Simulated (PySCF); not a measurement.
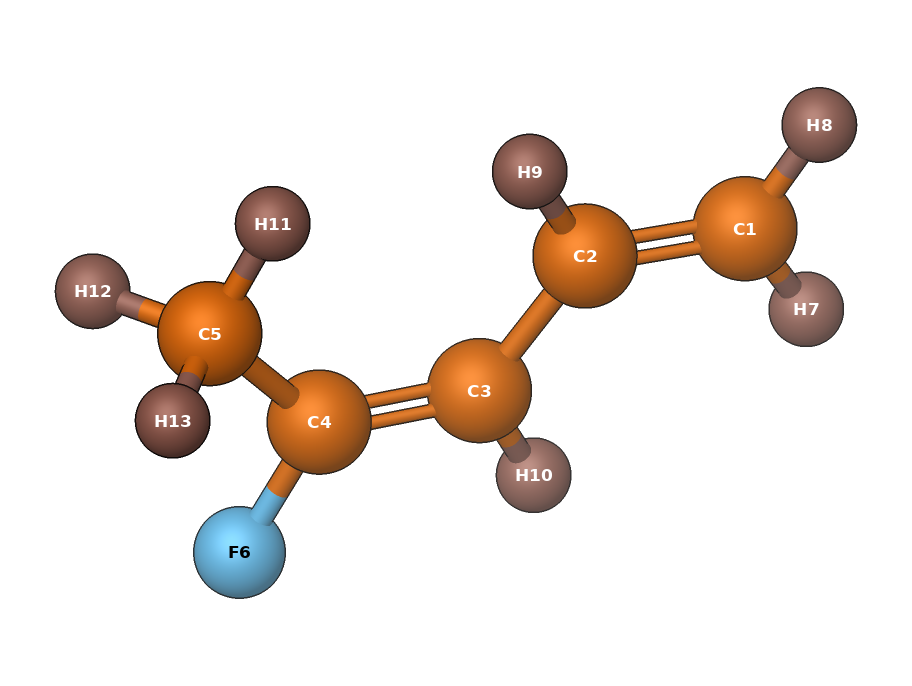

Computed geometry: PBE0-D3(BJ)/def2-SVP optimisation. No frequency run is at hand to confirm it as a minimum. Method: B3LYP/pcJ-1 indirect spin-spin coupling, non-relativistic, gas phase (PySCF 2.14.0). Isotopes: 13C, 19F, 1H.

Give the spin–spin coupling constants of these pairs, with the number of bonds between them: C4/F6, C3/F6, F6/H12, F6/H11, F6/H10.

| pair | bonds apart | J (Hz) |
| --- | --- | --- |
| C4, F6 | 1 | −329.9 |
| C3, F6 | 2 | 28.4 |
| F6, H12 | 3 | 1.3 |
| F6, H11 | 3 | 49.7 |
| F6, H10 | 3 | 19.5 |

Density functionals are unreliable for couplings to fluorine, so those rows may be far off.
